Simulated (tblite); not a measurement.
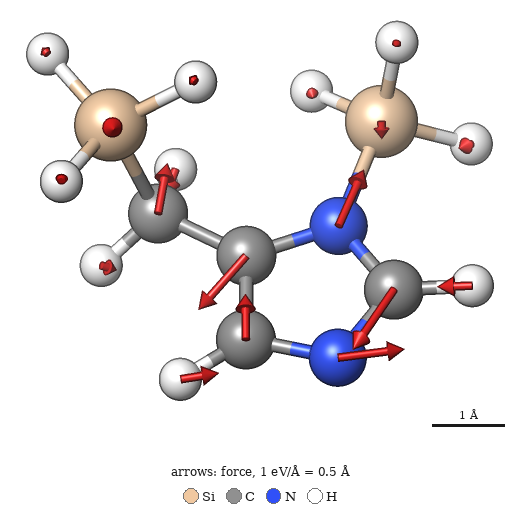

Starting geometry of C₄H₁₀N₂Si₂ with the computed forces as red arrows. A ball-and-stick model, seen at a tilt.

All numbers below come from GFN2-xTB geometry optimisation, gas phase (tblite 0.8.0). 

> What follows when this structure is relaxed?

It isn't relaxed: the largest force vector, on a C atom, is 2.32 eV/Å. The final displacements have little in common with the starting forces (cosine between the two patterns 0.11). The energy falls by 45.5 kJ/mol in 175 geometry steps. An H atom moves most after the best rigid fit: 0.96 Å. By element the largest moves are H 0.96 Å, N 0.19 Å, Si 0.19 Å, C 0.18 Å. Some distances before and after: N–Si 1.804 → 1.747 Å, C–N 1.344 → 1.293 Å, H–Si 1.489 → 1.458 Å, C–C 1.391 → 1.364 Å. Bond angles that change, for instance: N–C–H 128.9° → 120.9°, C–C–C 122.8° → 130.2°, H–Si–H 105.1° → 111.7°. Groups turn about N–Si by about 40°. Cost: 1.1 s on 1 thread of Arm Neoverse V2, on a shared host.
